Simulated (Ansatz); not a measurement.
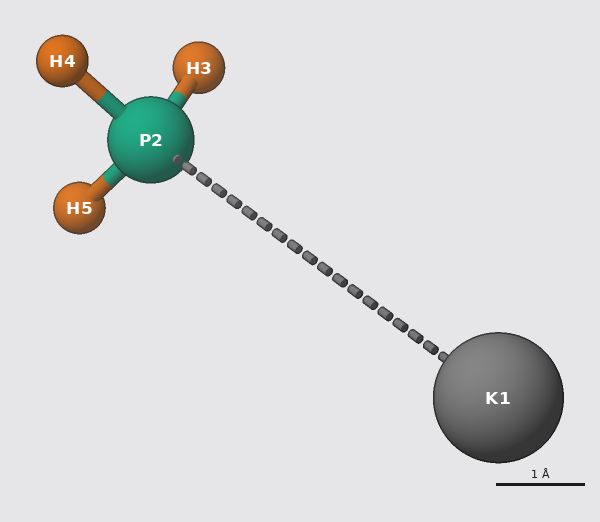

Two molecules or ions; the broken line marks their closest contact (measured against van der Waals radii). The species has charge +1 and is a spin singlet. Geometry: a pair of rigid molecules at a changed separation. Program: Ansatz 0.2.0.

Q: Which two species are they?

A: K and PH3 (`P.[K+]`).

Q: How long is the contact?

A: K1···P2 is 6.68 Å.

Give the counterpoise-corrected interaction energy (kJ/mol, monomers kept as in the pair) with RHF-CCSD(T) (frozen core)/def2-TZVPPD; ωB97M-V/def2-TZVPPD.

```csv
level,interaction energy (kJ/mol)
RHF-CCSD(T) (frozen core)/def2-TZVPPD,−8.3
ωB97M-V/def2-TZVPPD,−8.2
```
